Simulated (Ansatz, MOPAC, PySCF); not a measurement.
CH4 (SMILES C) and Si2H6 (SMILES [SiH3][SiH3]) are pulled apart as rigid monomers along the line of their centres of mass, from the B3LYP-D3(BJ)/def2-TZVP minimum. Starting geometry (charge 0, multiplicity 1):
```xyz
13

C      0.055    -0.126     0.046
H     -0.373    -1.048     0.437
H     -0.535     0.722     0.392
H      1.080    -0.023     0.400
H      0.047    -0.155    -1.042
Si     1.059     0.453     4.165
Si    -1.127    -0.296     3.768
H      1.787    -0.525     5.009
H      1.029     1.757     4.872
H      1.799     0.623     2.892
H     -1.110    -1.608     3.077
H     -1.867     0.676     2.929
H     -1.845    -0.451     5.057
```

Interaction energies with rigid monomers; basis-set methods are counterpoise corrected unless marked otherwise.

Frozen-core correlation. Rows in 6-31G* carry no dispersion term and start afresh at each structure (6-31G* with six Cartesian d functions). MP2/6-31G* freezes PySCF's default core. The state that PM6 reach isn't checked.

The values were computed with Ansatz (an electronic-structure program) with Gaussian orbitals; MOPAC for PM6 (differences of heats of formation); PySCF for 6-31G* rows. 

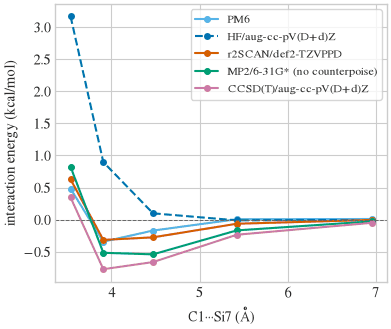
Fig. 1. Interaction energy against separation

Task: Which level binds most strongly at C1···Si7 = 3.91, and by how much?

Result: CCSD(T)/aug-cc-pV(D+d)Z, -0.8 kcal/mol.
